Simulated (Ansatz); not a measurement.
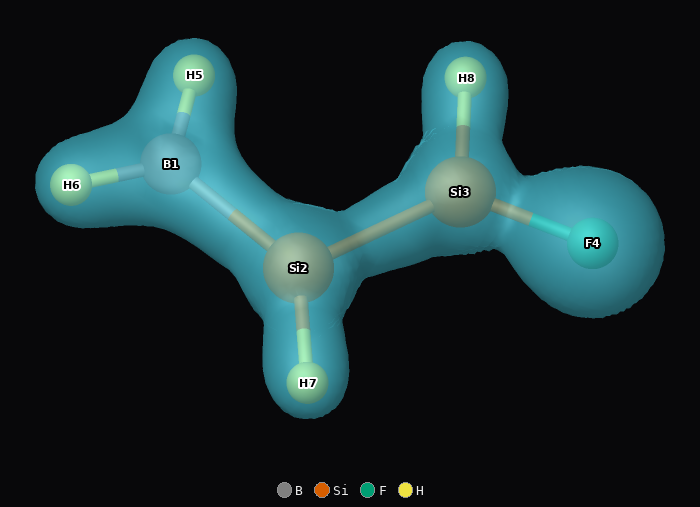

The picture shows: BFH4Si2 (SMILES B[SiH]=[SiH]F). Isosurface of the total electron density at 0.5 e/Å³ (cyan), seen at a tilt.

Theory: Ansatz 0.2.0, RKS PBE/6-31G*.

The calculation's input:

```
crystal:
  periodic: [false, false, false]
  atoms:
    - { symbol: B, position_ang: [0.35912, 1.80006, -0.46906] }
    - { symbol: Si, position_ang: [-0.60855, 0.18834, -0.43093] }
    - { symbol: Si, position_ang: [-0.07902, -1.70552, 0.59012] }
    - { symbol: F, position_ang: [-1.15636, -2.91478, 0.39905] }
    - { symbol: H, position_ang: [1.38195, 1.89607, 0.09922] }
    - { symbol: H, position_ang: [-0.05471, 2.72905, -1.0599] }
    - { symbol: H, position_ang: [-1.91043, -0.14656, -1.0641] }
    - { symbol: H, position_ang: [0.85676, -2.46525, 1.41638] }
basis:
  gaussian: { orbitals: "6-31G*" }
hamiltonian:
  xc: pbe
relax:
  f_tol: 0.015
  max_steps: 40
output:
  orbitals: {}
```

Command:

```sh
ansatz run input.yaml --threads 1 --pin off --max-ram 2048MiB --backend cpu --events-out ev --progress --plain --runs-dir out
```

The fields are those of the relaxed geometry.

### How is the density connected at this value?

At this value the surface is in one piece. It bridges the shortest Si–F (1.62 Å), Si–B (1.93 Å), Si–Si (2.18 Å) and B–H (1.20 Å) contacts, where the density stays above the isovalue. On the grid the lowest density along these lines, outside the cores, is 0.87 e/Å³ (Si–F, 1.62 Å), 0.75 e/Å³ (Si–B, 1.93 Å), 0.64 e/Å³ (Si–Si, 2.18 Å) and 1.2 e/Å³ (B–H, 1.20 Å).
